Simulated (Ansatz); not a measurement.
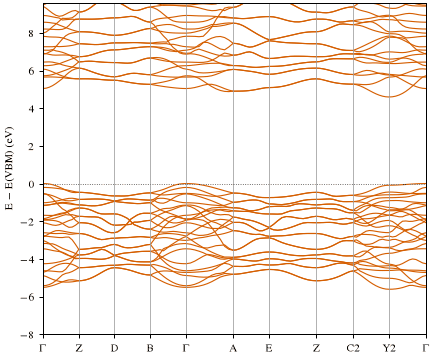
Figure. Band structure from the program Ansatz at the r²SCAN level (PAW)

**Question.** Read off the gap and where the band edges lie.

**Answer.** About 4.6 eV (4.59 eV by a search for the band edges); maximum at Γ, minimum at Y2.

The material is HfO$_{2}$ in space group P2_1/c (No. 14; Hf on 4e, O on 4e, O on 4e).

The cell was relaxed with r²SCAN under the symmetry of its start. The run is not spin-polarised. Scalar-relativistic: spin–orbit coupling is off unless named, which matters more the heavier the elements.

Potentials: the later of the program's two PAW sets.
